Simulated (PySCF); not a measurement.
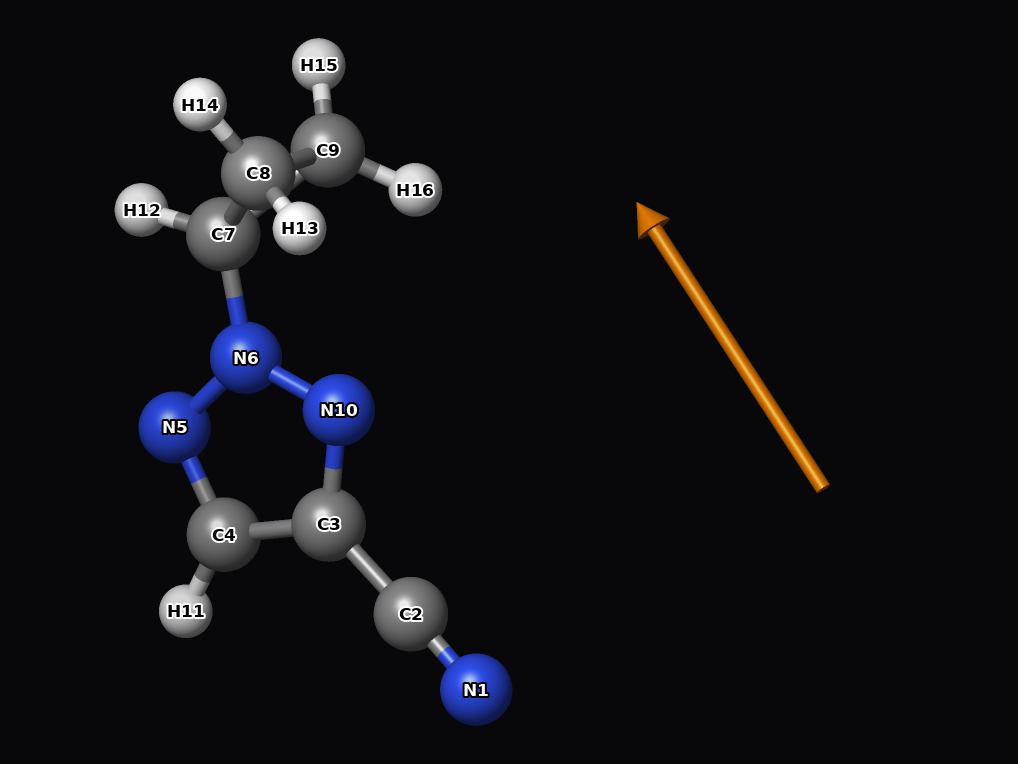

The arrow beside the molecule shows the direction of the dipole moment, from the negative to the positive end (its length means nothing). The computed structure is the end point of a GFN2-xTB optimisation. No frequency run is at hand to confirm it as a minimum. Method: PBE0/pcSseg-1, gas phase (PySCF 2.14.0).

Question: Estimate the dipole moment.

Answer: 4.84 D; it points from the side of N1 to the side of H14, H15 (the outermost atoms at the two ends).
